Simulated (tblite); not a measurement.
**Molecular dynamics of SiH3Br (part 1 of 2)**

- system: SiH3Br
- method: GFN2-xTB, R-SCC (tblite 0.8.0)

The atoms were displaced at random from an optimised geometry.

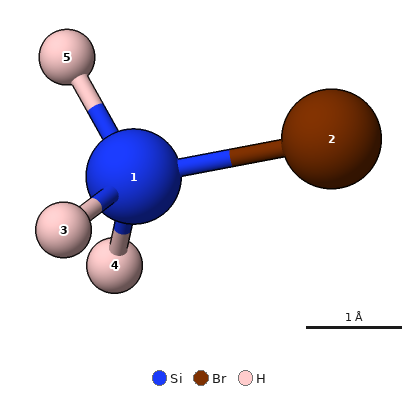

Figure 1. The input geometry (ball-and-stick view, seen at a tilt; atoms are numbered from 1 in the order of the input). Bond lengths as drawn: Br–Si 2.14 Å and H–Si 1.48 to 1.53 Å.

### Summary

- outcome: finished
- mean temperature over the second half: 701 K
- trajectory: 61 frames kept, 300 fs
- potential energy (last step): −7.386991 hartree
- largest force (last step): 1.758 eV/Å
- dipole moment (last step): 5.68 D
- hardware: 1 thread of Intel Xeon (Granite Rapids), 192 GiB of memory available, shared host
- wall time: 1.6 s
- peak memory: 0.11 GiB

### Remarks

So short a trajectory is not equilibrated.

### Input file (calc.py)
```python
import json
import numpy as np
from ase import Atom, Atoms
from tblite.ase import TBLite
from ase.units import Debye
from ase import units
from ase.md.velocitydistribution import MaxwellBoltzmannDistribution, Stationary, ZeroRotation
from ase.md.andersen import Andersen

molecule = Atoms([
    Atom("Si", (-0.101898, 0.005133, -0.011129)),
    Atom("Br", (1.856826, -0.705047, 0.485387)),
    Atom("H", (-1.135293, -0.122734, 1.078191)),
    Atom("H", (-0.632137, -0.688479, -1.211912)),
    Atom("H", (-0.028622, 1.450141, -0.493548)),
])
start = molecule.get_positions()

molecule.calc = TBLite(method="GFN2-xTB", charge=0, verbosity=0)
MaxwellBoltzmannDistribution(molecule, temperature_K=600, rng=np.random.default_rng(939))
Stationary(molecule)
ZeroRotation(molecule)
dyn = Andersen(molecule, timestep=0.5 * units.fs, temperature_K=600, andersen_prob=0.002, rng=np.random.RandomState(939), trajectory="md.traj", logfile="-", loginterval=10)
dyn.run(600)
print(f"Potential energy: {molecule.get_potential_energy():.6f} eV")
print(f"Dipole: {np.linalg.norm(molecule.get_dipole_moment()) / Debye:.4f} D")
print("Charges:", np.round(molecule.get_charges(), 4))
print("Final positions (angstrom):")
for a in molecule:
    print(f"{a.symbol:<2} {a.x:12.6f} {a.y:12.6f} {a.z:12.6f}")
json.dump(dict(energy=molecule.get_potential_energy(), forces=molecule.get_forces().tolist(), dipole=molecule.get_dipole_moment().tolist(), charges=molecule.get_charges().tolist(),
               symbols=molecule.get_chemical_symbols(), start=start.tolist(), final=molecule.positions.tolist()), open("results.json", "w"))
```

Run as:
```bash
python calc.py
```

### The program's output
```
Time[ps]      Etot[eV]     Epot[eV]     Ekin[eV]    T[K]
0.0000        -200.5842    -200.9754       0.3912   605.3
0.0050        -200.5842    -201.0742       0.4900   758.1
0.0100        -200.5830    -200.8222       0.2392   370.1
0.0150        -200.5836    -200.7280       0.1443   223.3
0.0200        -200.5696    -200.9286       0.3589   555.4
0.0250        -200.5692    -201.0083       0.4390   679.3
0.0300        -200.5688    -200.7934       0.2246   347.5
0.0350        -200.5626    -200.7352       0.1727   267.2
0.0400        -200.5623    -200.8229       0.2606   403.2
0.0450        -200.5295    -200.9481       0.4186   647.6
0.0500        -200.4134    -201.0403       0.6269   970.0
0.0550        -200.4129    -200.7861       0.3732   577.4
0.0600        -200.3959    -200.7403       0.3445   533.0
0.0650        -200.2880    -201.0814       0.7934  1227.6
0.0700        -200.2880    -200.9997       0.7118  1101.3
0.0750        -200.3950    -200.6102       0.2152   332.9
0.0800        -200.3962    -200.8216       0.4254   658.2
0.0850        -200.3969    -201.1123       0.7153  1106.8
0.0900        -200.3954    -200.8533       0.4579   708.6
0.0950        -200.3965    -200.7612       0.3647   564.3
0.1000        -200.3967    -200.7980       0.4013   621.0
0.1050        -200.3995    -200.8862       0.4867   753.1
0.1100        -200.4007    -201.0583       0.6576  1017.5
0.1150        -200.3118    -200.7259       0.4141   640.7
0.1200        -200.3111    -200.5751       0.2640   408.4
0.1250        -200.3115    -200.9002       0.5886   910.8
0.1300        -200.3118    -200.9560       0.6442   996.8
0.1350        -200.3116    -200.7244       0.4128   638.7
0.1400        -200.3114    -200.6652       0.3538   547.4
0.1450        -200.2984    -200.8424       0.5440   841.8
0.1500        -200.2983    -200.9801       0.6817  1054.8
0.1550        -200.2981    -200.8327       0.5346   827.2
0.1600        -200.4277    -200.5870       0.1593   246.5
0.1650        -200.4281    -200.8020       0.3739   578.6
0.1700        -200.4283    -201.0682       0.6398   990.0
0.1750        -200.4278    -200.8195       0.3917   606.1
0.1800        -200.4282    -200.6653       0.2371   366.8
0.1850        -200.4279    -200.7120       0.2841   439.6
0.1900        -200.4279    -200.8775       0.4496   695.7
0.1950        -200.4905    -201.0216       0.5311   821.8
0.2000        -200.4898    -200.9264       0.4366   675.5
0.2050        -200.4891    -200.8196       0.3304   511.2
0.2100        -200.4905    -201.0336       0.5431   840.3
0.2150        -200.4903    -201.0332       0.5429   840.0
0.2200        -200.4891    -200.7775       0.2883   446.1
0.2250        -200.4902    -200.8705       0.3803   588.4
0.2300        -200.4905    -201.0370       0.5465   845.5
0.2350        -200.4893    -200.9170       0.4277   661.8
0.2400        -200.4903    -200.9616       0.4712   729.1
0.2450        -200.5397    -200.9164       0.3767   582.8
0.2500        -200.4819    -200.7617       0.2797   432.8
0.2550        -200.4835    -201.0016       0.5181   801.7
0.2600        -200.3903    -200.9584       0.5681   879.0
0.2650        -200.3886    -200.7309       0.3423   529.7
0.2700        -200.3895    -200.9209       0.5315   822.3
0.2750        -200.3903    -200.9864       0.5960   922.2
0.2800        -200.3888    -200.7916       0.4027   623.1
0.2850        -200.3892    -200.8243       0.4352   673.3
0.2900        -200.3901    -200.9682       0.5780   894.3
0.2950        -200.3890    -200.9366       0.5476   847.3
0.3000        -200.3892    -201.0103       0.6211   961.0
Potential energy: -201.010270 eV
Dipole: 5.6771 D
Charges: [ 0.483  -0.2131 -0.0843 -0.0791 -0.1064]
Final positions (angstrom):
Si     0.438008     0.818397     0.239036
Br     1.637734    -1.023819     0.379415
H     -0.178070     0.719065    -1.005565
H      1.332542     1.804819     0.621092
H     -0.626043     0.724804     1.187476
```

### Trajectory as extended XYZ (Å, eV, eV/Å), 61 frames, from step=0 to step=600
```
5
Properties=species:S:1:pos:R:3:forces:R:3 step=0 time_fs=0.0 energy=-200.97540 temperature=605.3
Si   -0.1019    0.0051   -0.0111   -2.2152   1.2882  -0.8839
Br    1.8568   -0.7050    0.4854    0.8022  -0.3263   0.2985
H    -1.1353   -0.1227    1.0782    0.8729  -0.0042  -0.4322
H    -0.6321   -0.6885   -1.2119    0.3585  -0.0620   0.4552
H    -0.0286    1.4501   -0.4935    0.1816  -0.8958   0.5623
5
Properties=species:S:1:pos:R:3:forces:R:3 step=10 time_fs=5.0 energy=-201.07421 temperature=758.1
Si   -0.1344    0.0166   -0.0302   -0.7425   0.7843   0.3618
Br    1.8637   -0.7082    0.4877    0.3512  -0.0886   0.1843
H    -0.9939   -0.0820    1.2230    0.5737  -0.1208  -0.9239
H    -0.4662   -0.8402   -1.1825   -0.1111   0.3210   0.3523
H     0.0231    1.4897   -0.3208   -0.0713  -0.8959   0.0255
5
Properties=species:S:1:pos:R:3:forces:R:3 step=20 time_fs=10.0 energy=-200.82218 temperature=370.1
Si   -0.1726    0.0328   -0.0476    1.4342  -1.3071  -0.0991
Br    1.8718   -0.7116    0.4906    0.2517   0.0445   0.0960
H    -0.7530   -0.0765    1.2155   -1.1484  -0.4544   1.2469
H    -0.3292   -0.9335   -1.0882   -0.6727   0.0020  -0.5038
H     0.0713    1.3959   -0.1512    0.1352   1.7150  -0.7400
5
Properties=species:S:1:pos:R:3:forces:R:3 step=30 time_fs=15.0 energy=-200.72798 temperature=223.3
Si   -0.2006    0.0426   -0.0625    1.4895   0.2175   1.6181
Br    1.8805   -0.7149    0.4938   -0.0202   0.1863  -0.0993
H    -0.7048   -0.1549    1.3501   -0.3392   0.0353  -1.0310
H    -0.3395   -1.0002   -1.0788   -0.6189   0.5698  -0.0350
H     0.1191    1.5281   -0.1304   -0.5112  -1.0089  -0.4527
5
Properties=species:S:1:pos:R:3:forces:R:3 step=40 time_fs=20.0 energy=-200.92859 temperature=555.4
Si   -0.2158    0.0525   -0.0653    1.3589  -0.4328   1.2746
Br    1.8892   -0.7176    0.4967   -0.4697   0.2918  -0.2887
H    -0.7585   -0.2339    1.2929   -0.2753   0.2030  -0.6930
H    -0.4922   -0.9482   -1.0906   -0.2801   0.4439  -0.0265
H     0.0644    1.4952   -0.2204   -0.3337  -0.5059  -0.2664
5
Properties=species:S:1:pos:R:3:forces:R:3 step=50 time_fs=25.0 energy=-201.00825 temperature=679.3
Si   -0.2188    0.0574   -0.0586    1.4419  -1.5243  -0.3029
Br    1.8964   -0.7194    0.4991   -0.9570   0.4022  -0.3791
H    -0.9042   -0.2829    1.1114   -0.7461  -0.1086   1.2279
H    -0.7130   -0.7991   -1.1166    0.0964  -0.0204  -0.2579
H    -0.0575    1.4063   -0.3861    0.1648   1.2511  -0.2880
5
Properties=species:S:1:pos:R:3:forces:R:3 step=60 time_fs=30.0 energy=-200.79335 temperature=347.5
Si   -0.2122    0.0519   -0.0524   -0.7076   0.0941  -0.0757
Br    1.9008   -0.7201    0.5003   -1.2282   0.4611  -0.3783
H    -1.1535   -0.3250    1.1054    1.0328   0.5228  -0.6450
H    -0.9034   -0.6407   -1.1812    0.6723  -0.0124   0.3184
H    -0.1509    1.4934   -0.5834    0.2305  -1.0656   0.7807
5
Properties=species:S:1:pos:R:3:forces:R:3 step=70 time_fs=35.0 energy=-200.73523 temperature=267.2
Si   -0.2097    0.0461   -0.0470   -0.4992  -0.2125  -0.5964
Br    1.9015   -0.7194    0.5006   -1.2987   0.4375  -0.3683
H    -1.1998   -0.2612    0.9993    0.6666   0.2009   0.1509
H    -0.9486   -0.5003   -1.2161    0.6190  -0.5602   0.1608
H    -0.1856    1.3946   -0.6180    0.5123   0.1342   0.6529
5
Properties=species:S:1:pos:R:3:forces:R:3 step=80 time_fs=40.0 energy=-200.82290 temperature=403.2
Si   -0.2093    0.0373   -0.0470    1.0413  -0.5815  -1.0539
Br    1.8983   -0.7173    0.5001   -1.2396   0.3469  -0.3297
H    -1.1392   -0.1608    0.9736   -0.5913  -0.2526   1.3503
H    -0.8534   -0.4873   -1.2454    0.3014  -0.6957  -0.0975
H    -0.1015    1.3636   -0.5202    0.4882   1.1829   0.1308
5
Properties=species:S:1:pos:R:3:forces:R:3 step=90 time_fs=45.0 energy=-200.94810 temperature=647.6
Si   -0.1951    0.0257   -0.0536    0.0471   1.2558   0.5543
Br    1.8886   -0.7143    0.4985   -0.9036   0.1643  -0.2043
H    -1.1344   -0.1043    1.1680    0.9332  -0.0197  -1.0533
H    -0.6724   -0.6234   -1.2790    0.1920  -0.0701   0.3555
H     0.0866    1.5260   -0.3742   -0.2687  -1.3303   0.3478
5
Properties=species:S:1:pos:R:3:forces:R:3 step=100 time_fs=50.0 energy=-201.04035 temperature=970.0
Si   -0.1772    0.0634   -0.0569    0.8969  -0.6895   0.2694
Br    1.8755   -0.7248    0.4964   -0.3839  -0.0158  -0.0161
H    -0.9583   -0.0713    1.1704   -0.1049  -0.1885  -0.2527
H    -0.4480   -0.7894   -1.2328   -0.1817   0.4685   0.3958
H     0.2278    1.4394   -0.1630   -0.2264   0.4254  -0.3964
5
Properties=species:S:1:pos:R:3:forces:R:3 step=110 time_fs=55.0 energy=-200.78607 temperature=577.4
Si   -0.1513    0.1007   -0.0593    1.6934  -0.4694   0.1780
Br    1.8613   -0.7368    0.4942    0.3069  -0.1436   0.2394
H    -0.8286   -0.0914    1.1615   -0.9551  -0.2768   0.7354
H    -0.2713   -0.8633   -1.1156   -0.7252   0.2172  -0.5487
H     0.3255    1.4520   -0.0330   -0.3200   0.6725  -0.6040
5
Properties=species:S:1:pos:R:3:forces:R:3 step=120 time_fs=60.0 energy=-200.74031 temperature=533.0
Si   -0.1126    0.1331   -0.0579    0.5754   0.3890   1.4952
Br    1.8479   -0.7493    0.4939    0.5863  -0.0528   0.3467
H    -0.8806   -0.1569    1.2604    0.3613   0.4000  -1.3151
H    -0.2570   -0.8713   -1.0992   -0.7331   0.4983  -0.3255
H     0.3466    1.6065   -0.1606   -0.7899  -1.2346  -0.2013
5
Properties=species:S:1:pos:R:3:forces:R:3 step=130 time_fs=65.0 energy=-201.08142 temperature=1227.6
Si   -0.0688    0.1782   -0.0456   -0.1650  -1.3153  -0.4740
Br    1.8362   -0.7661    0.4947    0.5686  -0.0286   0.2158
H    -0.8796   -0.1323    1.1075   -0.2616   0.2086   0.1607
H    -0.4051   -0.7549   -1.1566   -0.1525   0.6318   0.2231
H     0.2028    1.5422   -0.3560    0.0104   0.5035  -0.1256
5
Properties=species:S:1:pos:R:3:forces:R:3 step=140 time_fs=70.0 energy=-200.99974 temperature=1101.3
Si   -0.0252    0.2188   -0.0371   -0.8264  -0.1142  -1.2450
Br    1.8262   -0.7847    0.4961    0.4591  -0.0133   0.0954
H    -0.9556   -0.0587    1.0042   -0.2427   0.1512   0.7448
H    -0.5951   -0.5044   -1.1799    0.2318  -0.1781  -0.0137
H     0.0471    1.5633   -0.5803    0.3781   0.1545   0.4185
5
Properties=species:S:1:pos:R:3:forces:R:3 step=150 time_fs=75.0 energy=-200.61018 temperature=332.9
Si    0.0103    0.2551   -0.0389   -2.8047   1.0751  -0.7298
Br    1.8176   -0.8026    0.4979    0.3842  -0.0416   0.0449
H    -1.0676    0.0505    1.0568    1.2672   0.3445  -0.6017
H    -0.7315   -0.2859   -1.1936    0.4527  -0.6654   0.1363
H    -0.0118    1.6449   -0.7080    0.7005  -0.7126   1.1502
5
Properties=species:S:1:pos:R:3:forces:R:3 step=160 time_fs=80.0 energy=-200.82162 temperature=658.2
Si    0.0240    0.2784   -0.0472   -1.3940   0.1449  -1.0617
Br    1.8102   -0.8135    0.4998    0.3436  -0.1077  -0.0127
H    -0.9281    0.2377    1.0123   -0.1131  -0.0578   0.7994
H    -0.7675   -0.2135   -1.1841    0.3745  -0.7274   0.0246
H     0.0907    1.6007   -0.5907    0.7889   0.7479   0.2505
5
Properties=species:S:1:pos:R:3:forces:R:3 step=170 time_fs=85.0 energy=-201.11228 temperature=1106.8
Si    0.0251    0.3037   -0.0644   -0.6424   0.8097  -0.0699
Br    1.8038   -0.8247    0.5016    0.2196  -0.1585  -0.0407
H    -0.7909    0.4214    1.1309   -0.0417  -0.2261   0.1345
H    -0.7140   -0.3007   -1.1634    0.2234  -0.1765   0.0561
H     0.3756    1.6877   -0.3985    0.2411  -0.2486  -0.0800
5
Properties=species:S:1:pos:R:3:forces:R:3 step=180 time_fs=90.0 energy=-200.85332 temperature=708.6
Si    0.0220    0.3353   -0.0821    0.4008   1.7506   1.6760
Br    1.7981   -0.8365    0.5034    0.1229  -0.2366  -0.0152
H    -0.6861    0.5485    1.2946    0.3295  -0.4166  -1.3581
H    -0.6107   -0.4355   -1.1330   -0.0489   0.2208   0.0197
H     0.7077    1.7436   -0.2363   -0.8043  -1.3182  -0.3224
5
Properties=species:S:1:pos:R:3:forces:R:3 step=190 time_fs=95.0 energy=-200.76123 temperature=564.3
Si    0.0222    0.3798   -0.0877    1.3585  -0.6072   0.0453
Br    1.7928   -0.8489    0.5051    0.2035  -0.5255   0.1094
H    -0.5325    0.5852    1.1961   -1.0477  -0.0874   0.7372
H    -0.5170   -0.5183   -1.0963   -0.2562   0.4982  -0.0203
H     0.8757    1.5396   -0.1563   -0.2581   0.7218  -0.8717
5
Properties=species:S:1:pos:R:3:forces:R:3 step=200 time_fs=100.0 energy=-200.79799 temperature=621.0
Si    0.0326    0.4203   -0.0909    1.2758  -0.6472   0.9920
Br    1.7880   -0.8629    0.5071    0.0519  -0.4852   0.1997
H    -0.5890    0.5967    1.2140   -0.4146   0.0068  -0.2230
H    -0.4858   -0.4941   -1.0718   -0.4609   0.2827  -0.3109
H     0.9853    1.4840   -0.2715   -0.4523   0.8429  -0.6577
5
Properties=species:S:1:pos:R:3:forces:R:3 step=210 time_fs=105.0 energy=-200.88625 temperature=753.1
Si    0.0541    0.4549   -0.0872    1.0812   0.3710   0.9327
Br    1.7833   -0.8782    0.5093   -0.3332   0.0671   0.0563
H    -0.7566    0.6137    1.2270    0.6795  -0.0019  -1.2985
H    -0.5526   -0.3932   -1.1048   -0.1469   0.3359   0.0209
H     0.9908    1.6154   -0.5277   -1.2806  -0.7721   0.2886
5
Properties=species:S:1:pos:R:3:forces:R:3 step=220 time_fs=110.0 energy=-201.05826 temperature=1017.5
Si    0.0848    0.4913   -0.0727    0.8199  -0.9714  -1.5031
Br    1.7777   -0.8934    0.5100   -0.5611   0.4602  -0.0973
H    -0.8031    0.6357    0.9983   -0.5469   0.2942   1.1652
H    -0.6543   -0.2217   -1.1335    0.2007   0.0039   0.1912
H     0.7302    1.6088   -0.7282    0.0874   0.2131   0.2440
5
Properties=species:S:1:pos:R:3:forces:R:3 step=230 time_fs=115.0 energy=-200.72586 temperature=640.7
Si    0.1205    0.5198   -0.0667   -1.3555  -0.8939  -1.3955
Br    1.7705   -0.9072    0.5118   -0.6639   0.6855  -0.1853
H    -0.9174    0.7132    0.9522    0.6466  -0.0260   0.1257
H    -0.7056   -0.0466   -1.2486    0.6047  -0.3046   0.9683
H     0.4773    1.6553   -0.8770    0.7681   0.5391   0.4869
5
Properties=species:S:1:pos:R:3:forces:R:3 step=240 time_fs=120.0 energy=-200.57506 temperature=408.4
Si    0.1471    0.5415   -0.0727   -1.4344   0.8660  -1.0359
Br    1.7612   -0.9190    0.5136   -0.6192   0.7419  -0.1996
H    -0.9239    0.7928    0.9854    1.2005  -0.2543  -0.4432
H    -0.6327    0.0476   -1.2315    0.2013  -0.7829   0.4337
H     0.4021    1.8119   -0.9040    0.6519  -0.5707   1.2450
5
Properties=species:S:1:pos:R:3:forces:R:3 step=250 time_fs=125.0 energy=-200.90015 temperature=910.8
Si    0.1641    0.5691   -0.0869    1.1201  -0.1145  -0.7803
Br    1.7501   -0.9285    0.5148   -0.5014   0.7409  -0.1928
H    -0.7001    0.8247    0.9684   -0.8304   0.0920   1.5539
H    -0.5326   -0.0474   -1.1495   -0.4447  -0.7834  -0.7346
H     0.4829    1.8629   -0.6694    0.6564   0.0650   0.1537
5
Properties=species:S:1:pos:R:3:forces:R:3 step=260 time_fs=130.0 energy=-200.95597 temperature=996.8
Si    0.1853    0.5954   -0.1060   -0.6108  -0.9930   0.5077
Br    1.7375   -0.9359    0.5155   -0.2489   0.5846  -0.1385
H    -0.5642    0.8474    1.1804    0.2161  -0.3789  -0.7361
H    -0.4951   -0.2765   -1.1657    0.4008   0.9922   0.7428
H     0.7176    1.9191   -0.3835    0.2427  -0.2048  -0.3760
5
Properties=species:S:1:pos:R:3:forces:R:3 step=270 time_fs=135.0 energy=-200.72437 temperature=638.7
Si    0.2042    0.6143   -0.1213    0.9272   0.3491   2.1949
Br    1.7243   -0.9415    0.5157    0.1159   0.2793  -0.0444
H    -0.4207    0.7992    1.2795   -0.0051  -0.1806  -1.2480
H    -0.3943   -0.3122   -1.0553   -0.4037   0.5868  -0.3523
H     0.9994    1.9217   -0.1876   -0.6343  -1.0347  -0.5502
```
